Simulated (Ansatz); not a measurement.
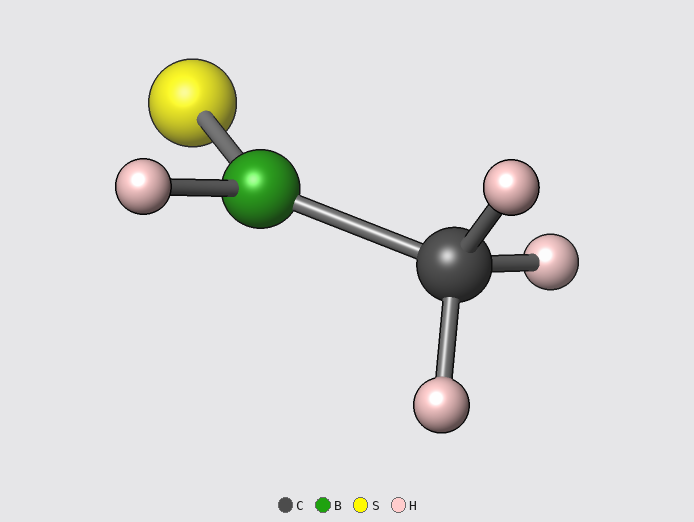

A ball-and-stick model of a molecule.

State: neutral, doublet.

**What is the molecular formula?**

CH4BS, 7 atoms: 1 carbon, 4 hydrogen, 1 boron and 1 sulfur.

**Give the symmetry (Schoenflies symbol).**

Cs.

**How many atoms are distinct by symmetry?**

6: 1 C, 1 B, 1 S, 1 H, 2 H, 1 H.

**How many bonds of each kind are drawn?**

3 C–H, 1 C–B, 1 B–S, 1 B–H. Sticks follow a distance rule.

More results for the same structure follow; atom numbers are the same in all pictures, views and colours differ. Computed geometry: PBE0-D4/def2-TZVP optimisation. No frequency run is at hand to confirm it as a minimum.

Geometry

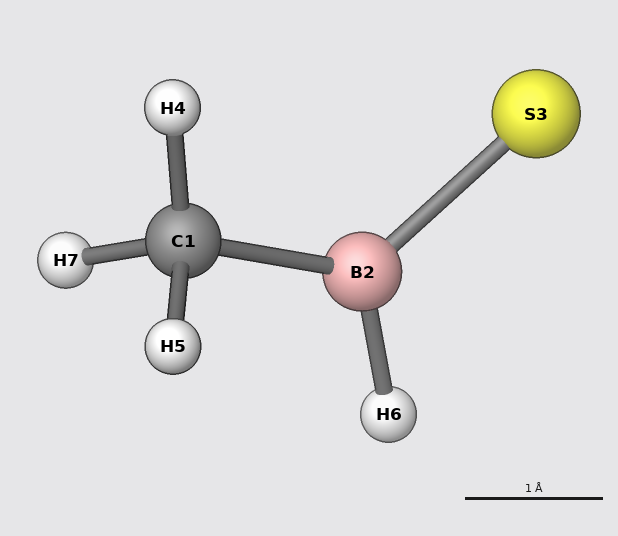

Numbered structure. No frequency run is at hand to confirm it as a minimum.

**What is the geometry at B2?**

B2 has 3 neighbours (C1 at 1.57, S3 at 1.74, H6 at 1.21 Å); the arrangement is trigonal planar.

**Describe the coordination of atom 1.**

C1 has 4 neighbours (B2 at 1.57, H4 at 1.09, H5 at 1.10, H7 at 1.10 Å); the arrangement is tetrahedral.

Electronic properties

No frequency run is at hand to confirm it as a minimum. Method: UKS PBE0-D4/def2-TZVPP (Ansatz 0.2.0).

Computed properties:

- HOMO energy (Kohn–Sham orbital): −8.02 eV
- ⟨S²⟩ of the determinant: 0.756
- dispersion correction: −8.5 kJ/mol

Dipole moment

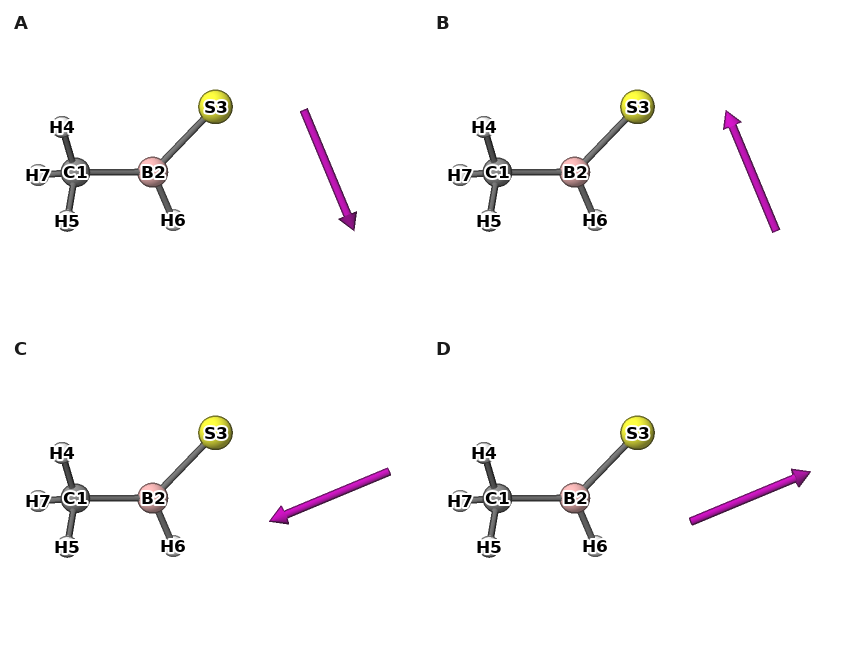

The same molecule four times, each with an arrow. No frequency run is at hand to confirm it as a minimum. Method: UKS PBE0-D4/def2-TZVP (Ansatz 0.2.0).

**Which arrow points along the dipole moment, from the negative to the positive end?**

C. The dipole moment is 1.03 D; it points from the side of S3 to the side of H5, H7 (the outermost atoms at the two ends).

Charges

The questions are on Mulliken charges. No frequency run is at hand to confirm it as a minimum. Properties computed with UKS PBE0-D4/def2-TZVP (Ansatz 0.2.0).

List the Mulliken charges.

```
atom  value (e)
  C1      −0.42
  B2       0.00
  S3      −0.05
  H4       0.13
  H5       0.15
  H6       0.04
  H7       0.15
```

Mulliken values depend strongly on the basis set and can even reverse the polarity of a bond.
